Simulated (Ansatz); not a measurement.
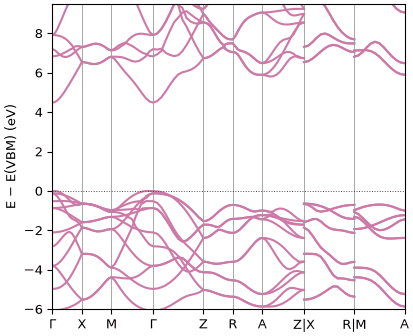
Band structure from r²SCAN (plane waves, PAW; program Ansatz)

Task: Read off the gap and where the band edges lie.

Result: About 4.5 eV (4.48 eV by a search for the band edges); maximum on the M–Γ line, 88 % of the way from M, minimum at Γ.

The material is AlN in space group P4_2/mnm (No. 136; Al on 4g, N on 4f).

The start of the workflow was typed in or built on a structure type; neither database checked (COD, Materials Project) lists it. It is not the phase usual at ambient conditions (space group No. 186, 216). The cell was relaxed with r²SCAN under the symmetry of its start; whether a distortion lowers the energy is not shown.

Potentials: the later of the program's two PAW sets.
